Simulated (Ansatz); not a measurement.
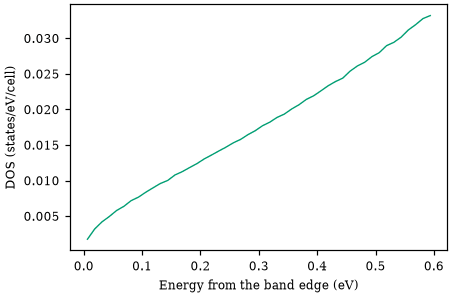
Figure. Density of states of ZnS (F-43m) above the conduction band minimum, r2SCAN with spin-orbit coupling, rigid bands (Ansatz, a program for electronic structure); cell volume 38.4 Å³.

Q: What effective density of states at 300 K does this give (∫ g(E) exp(−E/k_BT) dE, both spins, divided by the cell's size)?

A: 2.3e18 cm⁻³, a density-of-states mass of 0.20 mₑ, valleys and band degeneracy included.

Geometry: cell and atoms relaxed with PBEsol.
